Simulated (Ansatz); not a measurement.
CdS (zinc blende), conventional cell a = b = c = 5.9271 Å, α = β = γ = 90.00°. The calculation uses the primitive cell of 2 atoms, to which meshes and values per cell refer.

Equation-of-state scan: isotropic scaling of the cell above, V₀ being its volume. Symmetry pins the atoms to their sites.

Level of theory: PBE (plane waves to 420 eV, PAW, scalar-relativistic; Ansatz, a quantum-chemistry and plane-wave program). k mesh 10×10×10 (Γ-centred), Fermi-Dirac smearing 0.05 eV. The energy includes the smearing's −TS. CdS was relaxed with its symmetry unable to fall. The PAW data are Ansatz's earlier set. ΔE is measured from the relaxed starting cell.

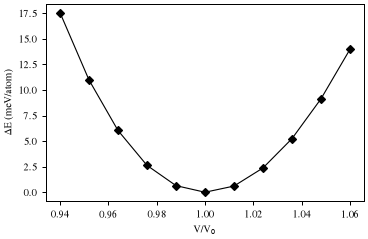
ΔE (meV/atom) against V/V₀; one marker a computed point.

Problem. What bulk modulus B₀ follows from a third-order Birch-Murnaghan fit?

Solution. About 53 GPa.

Problem. What is ΔE at V/V₀ = 0.940?

Solution. About 18 meV/atom.

Problem. What is ΔE at V/V₀ = 1.060?

Solution. About 14 meV/atom.

(Under strain, the slope of the energy per volume gives the stress and its curvature an elastic modulus.)
